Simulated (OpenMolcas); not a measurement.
## Multiconfigurational calculation for V³⁺ complex

V³⁺ with 6 ligands (NH3; tetragonal octahedron, 2.06 Å), with no charges around it. Computed at this level: state-averaged SS-CASPT2, IPEA shift 0.25, imaginary shift 0.1 hartree, closed shells 3s 3p of the metal and the valence shells of the ligands correlated, active space 2 electrons in the shell 3d, basis ANO-RCC-VDZP on the metal and ANO-RCC-VDZP on the ligands, DKH2 scalar Hamiltonian, spin-orbit coupling by RASSI with atomic mean-field integrals (OpenMolcas).

Key numbers:

- outcome: converged
- energy of the lowest spin-free term: −1286.35264 hartree
- energy of the lowest spin-orbit level: −1286.35290 hartree
- CASPT2 correlation energy: −1.5182 hartree
- largest spread among components of a term: 0.0 cm⁻¹
- lowest reference weight: 0.694
- hardware: 1 thread of Arm Neoverse V2, 24 GiB of memory available, shared host
- wall time: 3.3 min
- peak memory: 0.18 GiB

Notes:

To bear in mind: distances are set from ionic radii, not optimised.

Input:
```
&GATEWAY
Coord
25

V 0.0 0.0 0.0
N 2.060000 0.000000 0.000000
H 2.442099 0.945728 0.000000
H 2.442099 -0.472864 0.819024
H 2.442099 -0.472864 -0.819024
N 0.000000 2.060000 0.000000
H 0.000000 2.442099 0.945728
H 0.819024 2.442099 -0.472864
H -0.819024 2.442099 -0.472864
N -2.060000 0.000000 0.000000
H -2.442099 -0.945728 0.000000
H -2.442099 0.472864 -0.819024
H -2.442099 0.472864 0.819024
N 0.000000 -2.060000 0.000000
H 0.000000 -2.442099 -0.945728
H -0.819024 -2.442099 0.472864
H 0.819024 -2.442099 0.472864
N 0.000000 0.000000 2.266000
H 0.945728 0.000000 2.648099
H -0.472864 0.819024 2.648099
H -0.472864 -0.819024 2.648099
N 0.000000 0.000000 -2.266000
H -0.945728 0.000000 -2.648099
H 0.472864 -0.819024 -2.648099
H 0.472864 0.819024 -2.648099
Basis=V.ANO-RCC-VDZP,H.ANO-RCC-VDZP,N.ANO-RCC-VDZP
Group=XYZ
NoMove
AngMom=0.0 0.0 0.0
AMFI
RICD
&SEWARD
&RASSCF
FileOrb=start.orb
Symmetry=1
Spin=3
nActEl=2 0 0
Inactive=18 21
Ras2=5 0
CIRoot=10 10 1
SDav=10
CIMx=300
Iter=150 100
PrWF=0.3
OrbListing=Nothing
MaxOrb=0
LevShft=1.0
>>> COPY $Project.JobIph JOB001
&RASSCF
FileOrb=start.orb
Symmetry=1
Spin=1
nActEl=2 0 0
Inactive=18 21
Ras2=5 0
CIRoot=15 15 1
SDav=15
CIMx=300
Iter=150 100
PrWF=0.3
OrbListing=Nothing
MaxOrb=0
LevShft=1.0
>>> COPY $Project.JobIph JOB002
&RASSI
NrOfJobIphs=2 10 15
1 2 3 4 5 6 7 8 9 10
1 2 3 4 5 6 7 8 9 10 11 12 13 14 15
IphNames
JOB001
JOB002
EJob
SpinOrbit
DIPRint=1.0
SOCoupling=1000.0
Subsets=2
Property=9
'ANGMOM' 1 'ANGMOM' 2 'ANGMOM' 3 'MLTPL  1' 1 'MLTPL  1' 2 'MLTPL  1' 3
'AMFI' 1 'AMFI' 2 'AMFI' 3
SOProperty=3
'ANGMOM' 1 'ANGMOM' 2 'ANGMOM' 3
>>> COPY JOB001 $Project.JobIph
&CASPT2
Multistate=10 1 2 3 4 5 6 7 8 9 10
NoMult
Frozen=5 6
IPEA=0.25
Imaginary=0.1
MaxIter=60
WThr=0.0 0.3 0.05
PrWF=0.5
NoMix
>>> COPY JOB002 $Project.JobIph
&CASPT2
Multistate=15 1 2 3 4 5 6 7 8 9 10 11 12 13 14 15
NoMult
Frozen=5 6
IPEA=0.25
Imaginary=0.1
MaxIter=60
WThr=0.0 0.3 0.05
PrWF=0.5
NoMix
```

The file start.orb holds starting orbitals from an earlier step. A driver script formed the levels outside the program, from RASSI's spin-orbit matrix and the CASPT2 energies (for multi-state variants, the effective Hamiltonian), averaged over the components of each term or state. The log and the time are those of the CASPT2 step.

Command:
```bash
OMP_NUM_THREADS=1 MOLCAS_MEM=2457 MOLCAS_PROJECT=a pymolcas a.inp > a.log  # once for each step of the input, in one work folder
```

The program's output (extracts):
```
--- CASPT2 ---
Orbital specifications:
      -----------------------

      Symmetry species                           1   2
                                                ag  au
      Frozen orbitals                            5   6
      Inactive orbitals                         13  15
      Active orbitals                            5   0
      Secondary orbitals                        79  85
      Deleted orbitals                           0   0
      Number of basis functions                102 106
Type of calculation                        SS-CASPT2
      Fock operator                              state-specific
      IPEA shift                                 0.25
      Real shift                                 0.00
      Imaginary shift                            0.10
      The input orbitals will be transformed to quasi-canonical
Reference energy:       -1284.8344506106
      E2 (Non-variational):      -1.5167801136
      Shift correction:          -0.0014130178
      E2 (Variational):          -1.5181931314
      Total energy:           -1286.3526437420
      Residual norm:              0.0000000977
      Reference weight:           0.70050
      Contributions to the CASPT2 correlation energy
      Active & Virtual Only:         -0.0056527690
      One Inactive Excited:          -0.1095368081
      Two Inactive Excited:          -1.4015905365
Reference energy:       -1284.8329553121
      E2 (Non-variational):      -1.5160090366
      Shift correction:          -0.0014071207
      E2 (Variational):          -1.5174161573
      Total energy:           -1286.3503714694
      Residual norm:              0.0000000904
      Reference weight:           0.70086
      Contributions to the CASPT2 correlation energy
      Active & Virtual Only:         -0.0054609888
      One Inactive Excited:          -0.1098174152
      Two Inactive Excited:          -1.4007306327
::    CASPT2 Root  1     Total energy:  -1286.35264374
::    CASPT2 Root  2     Total energy:  -1286.35037147
::    CASPT2 Root  3     Total energy:  -1286.34977388
::    CASPT2 Root  4     Total energy:  -1286.27323377
::    CASPT2 Root  5     Total energy:  -1286.26212701
::    CASPT2 Root  6     Total energy:  -1286.26187363
::    CASPT2 Root  7     Total energy:  -1286.22360399
::    CASPT2 Root  8     Total energy:  -1286.22377218
::    CASPT2 Root  9     Total energy:  -1286.19616029
::    CASPT2 Root 10     Total energy:  -1286.15741835
--- CASPT2 ---
Orbital specifications:
      -----------------------

      Symmetry species                           1   2
                                                ag  au
      Frozen orbitals                            5   6
      Inactive orbitals                         13  15
      Active orbitals                            5   0
      Secondary orbitals                        79  85
      Deleted orbitals                           0   0
      Number of basis functions                102 106
Type of calculation                        SS-CASPT2
      Fock operator                              state-specific
      IPEA shift                                 0.25
      Real shift                                 0.00
      Imaginary shift                            0.10
      The input orbitals will be transformed to quasi-canonical
Reference energy:       -1284.7734526450
      E2 (Non-variational):      -1.5318924239
      Shift correction:          -0.0014470180
      E2 (Variational):          -1.5333394419
      Total energy:           -1286.3067920869
      Residual norm:              0.0000006495
      Reference weight:           0.69752
      Contributions to the CASPT2 correlation energy
      Active & Virtual Only:         -0.0099553955
      One Inactive Excited:          -0.1135478000
      Two Inactive Excited:          -1.4083892284
Reference energy:       -1284.7717346270
      E2 (Non-variational):      -1.5316213503
      Shift correction:          -0.0014403907
      E2 (Variational):          -1.5330617409
      Total energy:           -1286.3047963680
      Residual norm:              0.0000005488
      Reference weight:           0.69778
      Contributions to the CASPT2 correlation energy
      Active & Virtual Only:         -0.0094909691
      One Inactive Excited:          -0.1139563944
      Two Inactive Excited:          -1.4081739868
::    CASPT2 Root  1     Total energy:  -1286.30679209
::    CASPT2 Root  2     Total energy:  -1286.30479637
::    CASPT2 Root  3     Total energy:  -1286.30413003
::    CASPT2 Root  4     Total energy:  -1286.30343435
::    CASPT2 Root  5     Total energy:  -1286.30231863
::    CASPT2 Root  6     Total energy:  -1286.24714865
::    CASPT2 Root  7     Total energy:  -1286.21954689
::    CASPT2 Root  8     Total energy:  -1286.21517498
::    CASPT2 Root  9     Total energy:  -1286.21434861
::    CASPT2 Root 10     Total energy:  -1286.18504474
::    CASPT2 Root 11     Total energy:  -1286.18418025
::    CASPT2 Root 12     Total energy:  -1286.17218631
::    CASPT2 Root 13     Total energy:  -1286.11756232
::    CASPT2 Root 14     Total energy:  -1286.10397654
::    CASPT2 Root 15     Total energy:  -1286.02628658
```

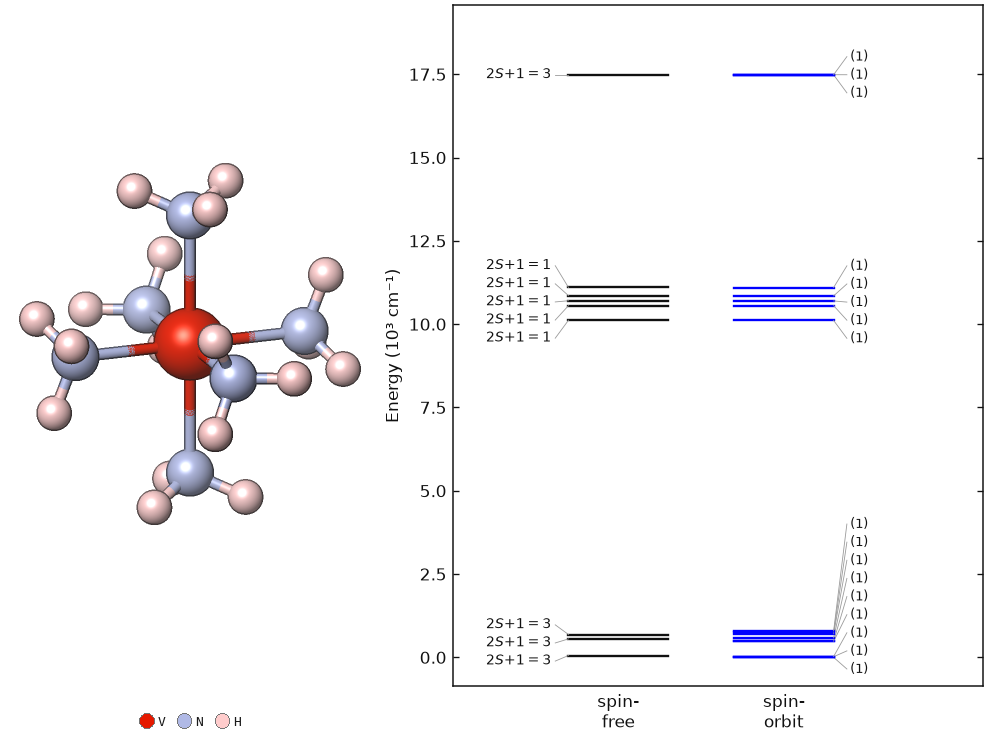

Fig. 1: V³⁺ (3d²) with 6 ligands, NH₃, at 2.06 Å (arrangement: tetragonal octahedron, Ci), axial distortion 1.1, and its levels. Labels give the representation in O, Td, D4 or D3 as the site allows (double group for half-integer spin) where it could be assigned and, in brackets, the degeneracy; spin-free states, where drawn, share the zero of the spin-orbit levels. The ground level is non-degenerate, 100 % from states of spin multiplicity 3. The next level lies at 19 cm⁻¹.
